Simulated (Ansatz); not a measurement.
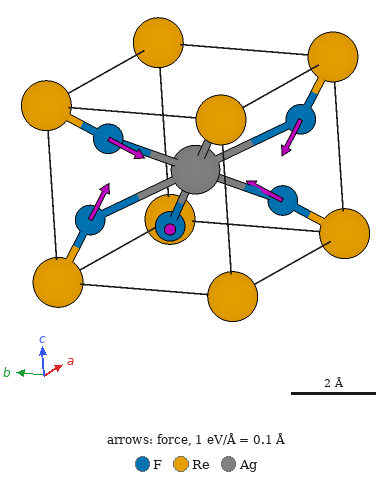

Starting geometry of solid ReAgF₆ (a generated structure, set up in R-3) with the computed forces as purple arrows. Style: ball-and-stick. Shown: the cell of the calculation, from a free direction.

All numbers below come from Ansatz, DFT, PAW plane waves, r2SCAN. (plane-wave cutoff 500 eV; k-point mesh 4 × 4 × 4; occupations fermi dirac; smearing width 0.1 eV; no spin polarisation; cell and atoms relaxed; at most 40 steps)

Q: What follows when this structure is relaxed?

A: It isn't relaxed: the largest force vector, on F atoms, is 10.13 eV/Å. The atoms end up moving mostly along the starting forces (cosine between the two patterns 0.97). The largest moves relative to the cell, 0.23 Å, are those of F atoms. Re and Ag stay in place. The volume changes by −3.5 %, with a = b = c 4.797 → 4.755 Å (−0.9 %), α 96.0° → 97.3°, β 96.0° → 97.3°, γ 96.0° → 97.3°. Near-neighbour distances that change, for instance: F–Re 1.691 → 1.891 Å, Ag–F 3.029 → 2.862 Å, Ag–F 2.825 → 2.683 Å. The space group stays R-3 (No. 148). Over 7 accepted moves (9 points after the start) the energy falls by 668 meV per atom. Largest force component: 7.9 eV/Å at the start, 0.00078 eV/Å at the end. Pressure: 50.50 GPa at the start and 0.00 GPa at the end. The SCF was repeated twice at an unchanged geometry on a basis and grid sized afresh for the cell, which shifted the energy by 0.5 meV per atom at most.
